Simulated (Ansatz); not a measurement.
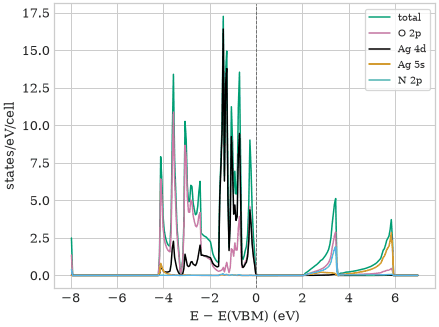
Figure. Total and projected density of states of AgNO$_{3}$ in space group R3m (No. 160; Ag on 3a, N on 3a, O on 9b), r²SCAN+D4 in the plane-wave PAW code Ansatz

Q: Which orbitals carry the states next to the gap?

A: Top 1 eV of the valence band: Ag 4d 61 %, O 2p 38 %. Bottom 1 eV of the conduction band: O 2p 42 %, N 2p 32 %, Ag 5s 20 %. Projections are on Löwdin-orthogonalised atomic valence shells; empty p or d shells of many metals are not among them.

Q: Where is the tallest occupied peak in this window, and what makes it?

A: Near -1.4 eV, about 17 states/eV per cell; the largest projected share is Ag 4d.

The workflow started from a Materials Project entry (that database holds measured and hypothetical structures alike); the Crystallography Open Database files this formula in space group No. 160, but the cells were not matched. Whether it is the stable phase at ambient conditions was not checked. The cell was relaxed with r²SCAN+D4 under the symmetry of its start; whether a distortion lowers the energy is not shown. The run is not spin-polarised. Spin–orbit coupling is left out wherever it is not named.

Potentials: the later of the program's two PAW sets.
